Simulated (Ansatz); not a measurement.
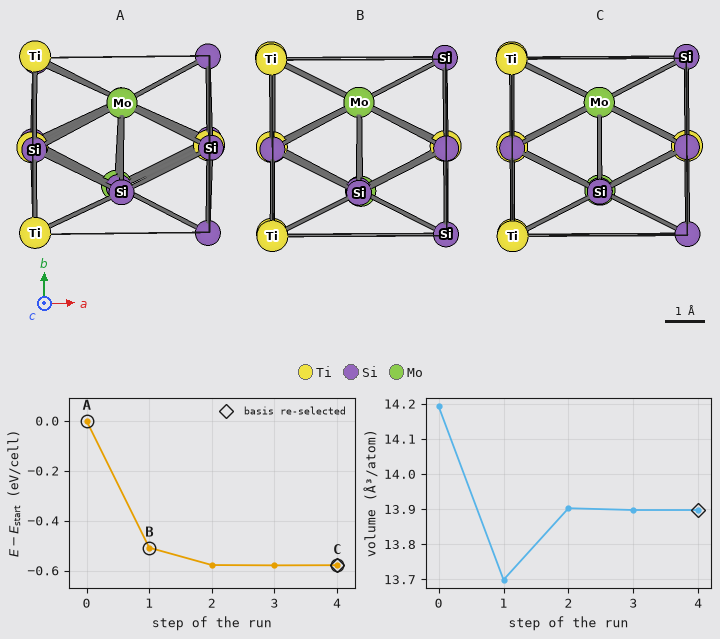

Frames of a relaxation of a crystal of TiSi4Mo (a generated structure, set up in P1) (coarse preliminary run), marked on the history of the run. Style: ball-and-stick. Shown: the cell of the calculation, along the c axis.

The calculation used DFT PBE, scalar-relativistic, plane waves, PAW in Ansatz. Settings: plane-wave cutoff 420 eV; k-point mesh 6 × 6 × 4; occupations gaussian; smearing width 0.2 eV; no spin polarisation; cell and atoms relaxed; force threshold 0.025 eV/Å; at most 60 steps.

Describe the path.

The energy falls by 0.579 eV per cell of the calculation in 3 accepted moves (4 points after the start). Largest force component: 1.3 eV/Å at the start, 0.013 eV/Å at the end. Pressure: −1.79 GPa at the start and −0.01 GPa at the end. The SCF was repeated once at an unchanged geometry on a basis and grid sized afresh for the cell, which shifted the energy by 0.6 meV per cell of the calculation at most. The largest move relative to the cell is that of a Mo atom, 0.16 Å roughly along [1 −1 0]. Largest moves by element: Mo 0.16 Å, Si 0.11 Å, Ti 0.08 Å. The drawn cell changes as follows: a 4.603 → 4.554 Å (−1.1 %), b 4.599 → 4.616 Å (+0.4 %), c 8.045 → 7.934 Å (−1.4 %), α 89.9° → 90.6°, γ 89.3° → 90.0°; the volume changes by −2.1 %. Some distances before and after: Mo–Si 2.906 → 2.650 Å, Mo–Si 2.814 → 2.639 Å, Si–Si 2.857 → 2.711 Å, Si–Ti 2.775 → 2.635 Å. The space group (tolerance 0.01 Å) goes from P1 (No. 1) to Cmmm (No. 65). Cost: 47 s on 4 threads of Intel(R) Xeon(R) 6975P-C (Granite Rapids), on a shared host, peak memory 0.92 GiB. From step 0 to 1: a Mo atom moves most (0.20 Å), volume −3.5 %, energy −0.508 eV per cell of the calculation. From step 1 to 4: a Si atom moves most (0.05 Å), volume +1.5 %, energy −70.2 meV per cell of the calculation.
